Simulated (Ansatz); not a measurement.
**SiNH8ClO: geometry relaxation (part 2 of 2)**

Continued. System: SiNH8ClO. Method: RKS PBE0-D4/def2-TZVP (Ansatz 0.2.0). The geometry is a transition state displaced along its imaginary mode. The reaction was set up to form Si1–N7, H6–O9 and H2–H8 and to break Si1–H2, H6–N7 and H8–O9 (atoms counted from 1 in the order of the input); sticks are drawn by distance alone.

Geometry of the input (Å):
```
Si -0.9613  -0.1971  -0.6824
H  0.0828  -1.2917  -0.4789
H  -1.1437  -0.7333  -2.0520
H  -1.9575  0.9999  -0.8217
Cl -1.9609  -0.8627  1.0727
H  0.9342  0.5365  0.5217
N  0.4708  1.0115  -0.2773
H  0.9295  -1.0374  0.6914
O  1.3974  -0.6902  1.2133
H  1.1161  0.9747  -1.0733
H  0.1465  1.9785  -0.2021
H  0.9461  -0.6888  2.0886
```

## Trajectory as extended XYZ, continued
```
12
Properties=species:S:1:pos:R:3:forces:R:3 step=5 energy=-24059.46010
Si   -1.0502   -0.2182   -0.7410   -0.1029  -0.2328   0.2303
H     0.0691   -1.2657   -0.5478   -0.2343   0.1754  -0.1058
H    -1.3571   -0.5293   -2.1796    0.0848   0.0081   0.0883
H    -1.9105    1.0131   -0.5827    0.1233  -0.0184   0.0437
Cl   -2.1558   -1.1724    0.8459   -0.0013  -0.0930  -0.1377
H     0.9965    0.6882    0.3579   -0.2324   0.1705  -0.3585
N     0.4941    1.0424   -0.4879    0.3238   0.1370   0.2139
H     0.9087   -1.2372    0.9986    0.2803   0.1961   0.1082
O     1.4893   -0.6327    1.5050   -0.4621  -0.3666   0.3232
H     1.1590    1.0326   -1.2570   -0.0141  -0.0292   0.0016
H     0.1891    1.9993   -0.3268    0.0377  -0.0651  -0.0748
H     1.1678   -0.7201    2.4153    0.1972   0.1180  -0.3324
12
Properties=species:S:1:pos:R:3:forces:R:3 step=6 energy=-24059.53863
Si   -1.0762   -0.2235   -0.7373   -0.2665  -0.1358   0.3031
H     0.0301   -1.2568   -0.5542   -0.0852   0.1262  -0.0064
H    -1.3856   -0.4565   -2.1850    0.0773   0.0297   0.0588
H    -1.8955    1.0152   -0.4713    0.1694  -0.0509   0.0502
Cl   -2.2668   -1.2846    0.7235   -0.0092  -0.1176  -0.1793
H     0.9916    0.7361    0.3229   -0.1679   0.0866  -0.3138
N     0.5046    1.0499   -0.5391    0.3183   0.2009   0.1511
H     0.9686   -1.2492    1.0806    0.0678   0.0491   0.0195
O     1.5039   -0.6098    1.5767   -0.2537  -0.1851   0.3307
H     1.1755    1.0007   -1.3024   -0.0188  -0.0202   0.0564
H     0.2154    2.0178   -0.4124    0.0329  -0.1152  -0.1127
H     1.2345   -0.7391    2.4981    0.1355   0.1324  -0.3577
12
Properties=species:S:1:pos:R:3:forces:R:3 step=7 energy=-24059.63172
Si   -1.0897   -0.2334   -0.6981   -0.4671  -0.0564   0.2865
H     0.0180   -1.2355   -0.5175    0.0181   0.0375   0.1046
H    -1.3829   -0.4037   -2.1533    0.0342   0.0495   0.0497
H    -1.8618    1.0177   -0.3475    0.2017  -0.2443   0.1464
Cl   -2.3580   -1.4238    0.6222    0.0922   0.0771  -0.3477
H     1.0067    0.7996    0.2846   -0.0797  -0.0302  -0.2162
N     0.5253    1.0670   -0.5877    0.2616   0.2947  -0.0044
H     0.9696   -1.2578    1.1177   -0.1964  -0.2369  -0.1580
O     1.4846   -0.6089    1.6024    0.0798   0.1949   0.4473
H     1.1940    0.9756   -1.3509   -0.0578   0.0053   0.1315
H     0.2483    2.0441   -0.5012    0.0350  -0.1747  -0.1533
H     1.2460   -0.7409    2.5293    0.0785   0.0836  -0.2862
12
Properties=species:S:1:pos:R:3:forces:R:3 step=8 energy=-24059.73262
Si   -1.0980   -0.2443   -0.6625   -0.7491  -0.0429   0.2217
H     0.0044   -1.2261   -0.4698    0.0989  -0.0204   0.1847
H    -1.3791   -0.3421   -2.1263    0.0289   0.0607   0.1092
H    -1.8327    0.9914   -0.1992    0.3083  -0.3106   0.1469
Cl   -2.4610   -1.5338    0.4981    0.2397   0.2125  -0.4526
H     1.0191    0.8458    0.2434    0.0620  -0.1160   0.0034
N     0.5476    1.0801   -0.6336   -0.0292   0.0987  -0.0036
H     0.9726   -1.2627    1.1494   -0.2128  -0.2539  -0.1410
O     1.4767   -0.5976    1.6204    0.1577   0.2768   0.3091
H     1.2107    0.9546   -1.3876    0.1176  -0.0197  -0.0789
H     0.2823    2.0561   -0.5821   -0.0560   0.0720  -0.1502
H     1.2575   -0.7213    2.5499    0.0341   0.0427  -0.1486
12
Properties=species:S:1:pos:R:3:forces:R:3 step=9 energy=-24059.84167
Si   -1.1114   -0.2544   -0.6286   -0.8013  -0.1501   0.1316
H    -0.0122   -1.2215   -0.4061    0.1111  -0.0366   0.1951
H    -1.3758   -0.2769   -2.0968    0.0048   0.0484   0.1453
H    -1.7768    0.9608   -0.0478    0.2543  -0.3242   0.1600
Cl   -2.5545   -1.6278    0.3549    0.3493   0.3794  -0.4832
H     1.0289    0.8690    0.2160   -0.0491   0.0117  -0.2740
N     0.5592    1.0845   -0.6745    0.2184   0.2578  -0.0602
H     0.9756   -1.2598    1.1756   -0.1583  -0.1832  -0.0864
O     1.4732   -0.5794    1.6339    0.1820   0.2568   0.0061
H     1.2270    0.9280   -1.4327   -0.1830   0.0744   0.2810
H     0.2973    2.0726   -0.6565    0.0917  -0.3443  -0.1323
H     1.2694   -0.6951    2.5626   -0.0199   0.0099   0.1171
12
Properties=species:S:1:pos:R:3:forces:R:3 step=11 energy=-24060.06430
Si   -1.1554   -0.3016   -0.5855   -0.5666  -0.0741   0.0179
H    -0.0565   -1.2474   -0.3006    0.0557  -0.0459   0.1017
H    -1.3856   -0.1458   -2.0466   -0.0329   0.0024   0.1580
H    -1.6083    0.8535    0.2427   -0.0263  -0.3568   0.0814
Cl   -2.7240   -1.7141    0.0208    0.3660   0.4366  -0.2828
H     1.0417    0.8921    0.1506    0.0033   0.0506  -0.0468
N     0.5619    1.0747   -0.7338    0.1750  -0.0705   0.0219
H     0.9688   -1.2149    1.2374    0.0852   0.1165   0.0739
O     1.5048   -0.5298    1.6599   -0.0866  -0.0858   0.0029
H     1.2222    0.8949   -1.4811    0.0239  -0.0106  -0.0495
H     0.3082    2.0555   -0.7632   -0.0340  -0.0150  -0.0351
H     1.3221   -0.6171    2.5996    0.0374   0.0526  -0.0435
12
Properties=species:S:1:pos:R:3:forces:R:3 step=12 energy=-24060.12588
Si   -1.2164   -0.3188   -0.5847   -0.2978  -0.1374   0.0545
H    -0.1313   -1.2659   -0.2358   -0.0209  -0.0270   0.0413
H    -1.3946   -0.0936   -2.0424    0.0146   0.0047   0.1468
H    -1.6480    0.7894    0.3098    0.0457  -0.2103   0.0017
Cl   -2.8353   -1.7003   -0.1448    0.2704   0.3191  -0.1836
H     1.0505    0.9075    0.1884    0.0042  -0.0240  -0.0506
N     0.5777    1.0464   -0.7064   -0.0219   0.0314   0.0007
H     1.0852   -1.2054    1.2283    0.0574   0.0606   0.0391
O     1.6331   -0.5292    1.6471   -0.2442   0.0174   0.4271
H     1.2483    0.8449   -1.4397   -0.0176  -0.0223  -0.0206
H     0.3121    2.0216   -0.7841    0.0153  -0.0074  -0.0210
H     1.3187   -0.4968    2.5642    0.1950  -0.0047  -0.4354
12
Properties=species:S:1:pos:R:3:forces:R:3 step=13 energy=-24060.15584
Si   -1.2081   -0.3477   -0.5573   -0.5140   0.2322  -0.1917
H    -0.1625   -1.3347   -0.2171    0.1062  -0.0244   0.0089
H    -1.3709   -0.0172   -1.9989   -0.0037  -0.0626   0.1699
H    -1.6105    0.6795    0.4480    0.1398  -0.1879  -0.1204
Cl   -2.9074   -1.6591   -0.3163    0.2285   0.1328  -0.0288
H     1.0772    0.8965    0.1372    0.0209   0.0589   0.0499
N     0.5723    1.0403   -0.7369    0.0761  -0.2123   0.1759
H     1.1041   -1.1835    1.2825    0.2195   0.3411   0.0393
O     1.5960   -0.4350    1.6597   -0.3683  -0.4530   0.3649
H     1.2115    0.8275   -1.4929   -0.0164  -0.0366  -0.0845
H     0.3190    2.0169   -0.8115   -0.0667   0.0493   0.0028
H     1.3792   -0.4835    2.6033    0.1781   0.1626  -0.3863
12
Properties=species:S:1:pos:R:3:forces:R:3 step=14 energy=-24060.18232
Si   -1.2301   -0.3545   -0.5956   -0.1256   0.1070  -0.0534
H    -0.1894   -1.3897   -0.4074    0.1009  -0.0240   0.0826
H    -1.4415    0.0965   -1.9895   -0.0167   0.0158   0.0332
H    -1.5462    0.5878    0.5054    0.0357  -0.0712  -0.0184
Cl   -2.9310   -1.6393   -0.3733    0.0258   0.0191  -0.0278
H     1.0963    0.8430    0.1627   -0.0609  -0.0069  -0.0421
N     0.5803    0.9850   -0.7080    0.0644   0.0014   0.0223
H     1.0989   -1.1548    1.3781    0.0750   0.1244  -0.0483
O     1.5934   -0.3759    1.6638   -0.1448  -0.2290   0.3077
H     1.2073    0.7751   -1.4773   -0.0389   0.0092  -0.0082
H     0.3227    1.9636   -0.7744   -0.0040  -0.0310  -0.0228
H     1.4394   -0.3366    2.6157    0.0889   0.0853  -0.2247
12
Properties=species:S:1:pos:R:3:forces:R:3 step=15 energy=-24060.18543
Si   -1.2415   -0.3560   -0.5991    0.0171   0.0745  -0.0156
H    -0.1746   -1.3671   -0.3820   -0.0718  -0.0663   0.0052
H    -1.4407    0.1353   -1.9818   -0.0354  -0.0334   0.0402
H    -1.5408    0.5586    0.5308   -0.0222  -0.0616  -0.0439
Cl   -2.9486   -1.6407   -0.4416    0.0879   0.0392   0.0014
H     1.0992    0.8114    0.1493   -0.0216   0.0084  -0.0391
N     0.5710    0.9696   -0.7111    0.0686   0.0691   0.0389
H     1.0662   -1.1424    1.4163    0.2221   0.2451   0.0064
O     1.6434   -0.4043    1.6674   -0.3442  -0.2736   0.3222
H     1.1816    0.7644   -1.4948   -0.0366  -0.0014   0.0105
H     0.3187    1.9505   -0.7633    0.0154  -0.0247  -0.0086
H     1.4662   -0.2793    2.6100    0.1208   0.0247  -0.3176
12
Properties=species:S:1:pos:R:3:forces:R:3 step=16 energy=-24060.19150
Si   -1.2300   -0.3460   -0.6033   -0.0112  -0.0119   0.0265
H    -0.1827   -1.3800   -0.3951   -0.0004   0.0086  -0.0116
H    -1.4549    0.1496   -1.9785    0.0099   0.0041   0.0023
H    -1.5421    0.5465    0.5373    0.0079  -0.0039  -0.0159
Cl   -2.9276   -1.6411   -0.4480   -0.0113  -0.0071   0.0002
H     1.1062    0.8100    0.1427    0.0116  -0.0141   0.0172
N     0.5719    0.9709   -0.7115   -0.0182   0.0231   0.0083
H     1.0608   -1.1456    1.4316    0.0073   0.0114   0.0166
O     1.6273   -0.4062    1.6765   -0.0088  -0.0026  -0.0076
H     1.1673    0.7572   -1.5029    0.0160  -0.0046  -0.0200
H     0.3257    1.9525   -0.7638   -0.0016   0.0039  -0.0076
H     1.4782   -0.2678    2.6149   -0.0012  -0.0068  -0.0084
12
Properties=species:S:1:pos:R:3:forces:R:3 step=17 energy=-24060.19173
Si   -1.2309   -0.3483   -0.6040   -0.0035  -0.0050   0.0019
H    -0.1810   -1.3813   -0.4063   -0.0051   0.0041   0.0001
H    -1.4542    0.1534   -1.9772   -0.0069  -0.0028   0.0012
H    -1.5386    0.5436    0.5376    0.0023  -0.0070  -0.0045
Cl   -2.9289   -1.6432   -0.4468    0.0006   0.0015  -0.0020
H     1.1064    0.8076    0.1417    0.0043  -0.0098   0.0046
N     0.5721    0.9713   -0.7124    0.0014   0.0210   0.0114
H     1.0509   -1.1469    1.4444    0.0039   0.0060   0.0062
O     1.6211   -0.4060    1.6746   -0.0039  -0.0016   0.0041
H     1.1678    0.7596   -1.5044    0.0068  -0.0020  -0.0098
H     0.3261    1.9532   -0.7621   -0.0006  -0.0012  -0.0067
H     1.4892   -0.2631    2.6149    0.0009  -0.0032  -0.0064
12
Properties=species:S:1:pos:R:3:forces:R:3 step=18 energy=-24060.19184
Si   -1.2344   -0.3512   -0.6064   -0.0059  -0.0057  -0.0098
H    -0.1824   -1.3831   -0.4166   -0.0070   0.0048   0.0033
H    -1.4621    0.1557   -1.9771    0.0044   0.0035   0.0060
H    -1.5376    0.5368    0.5390    0.0042  -0.0040  -0.0019
Cl   -2.9333   -1.6453   -0.4513    0.0083   0.0032   0.0020
H     1.1093    0.8044    0.1399   -0.0051  -0.0034  -0.0074
N     0.5749    0.9728   -0.7135    0.0007   0.0059   0.0059
H     1.0441   -1.1459    1.4584    0.0143   0.0175   0.0052
O     1.6196   -0.4051    1.6764   -0.0165  -0.0137   0.0197
H     1.1700    0.7628   -1.5069   -0.0024   0.0010   0.0022
H     0.3305    1.9553   -0.7598    0.0014  -0.0056  -0.0032
H     1.5016   -0.2573    2.6180    0.0037  -0.0035  -0.0221
12
Properties=species:S:1:pos:R:3:forces:R:3 step=19 energy=-24060.19189
Si   -1.2352   -0.3511   -0.6081    0.0004  -0.0016   0.0004
H    -0.1835   -1.3832   -0.4192   -0.0015   0.0009  -0.0009
H    -1.4633    0.1603   -1.9768   -0.0002   0.0001   0.0009
H    -1.5361    0.5339    0.5400    0.0000   0.0001  -0.0003
Cl   -2.9332   -1.6455   -0.4536    0.0008   0.0004  -0.0005
H     1.1080    0.8025    0.1390   -0.0016   0.0001  -0.0022
N     0.5741    0.9720   -0.7143    0.0022   0.0013   0.0000
H     1.0451   -1.1457    1.4629    0.0010   0.0012   0.0015
O     1.6191   -0.4036    1.6785   -0.0003  -0.0011  -0.0002
H     1.1689    0.7615   -1.5077   -0.0010   0.0001   0.0018
H     0.3308    1.9547   -0.7607    0.0002  -0.0015   0.0002
H     1.5052   -0.2561    2.6202   -0.0002   0.0001  -0.0005
```

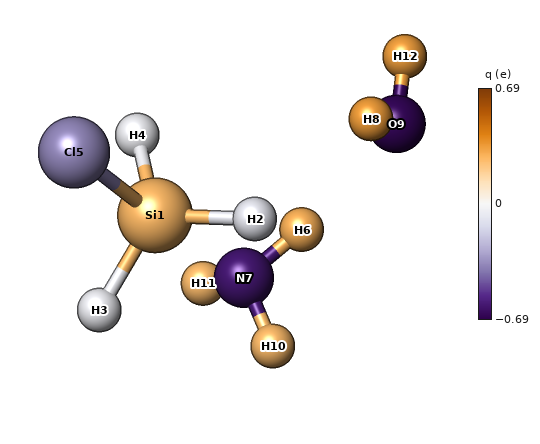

**Figure 1.** Mulliken charges, as the colour of each atom (ball-and-stick view, seen at a tilt; atoms are numbered from 1 in the order of the input). By element: Si +0.27, H −0.07 to +0.34, Cl −0.36, N −0.59 and O −0.66 e.

## Results in brief

- outcome: converged
- total energy: −24060.1919 eV
- mean-field energy: −24060.0234 eV
- dispersion energy: −0.1686 eV
- SCF solution under orbital rotations: stable
- largest force (length of the vector) at the end: 0.003 eV/Å
- dipole moment: 5.67 D
- wall time: 56 s (CPU time 3.4 min)
- peak memory: 0.45 GiB
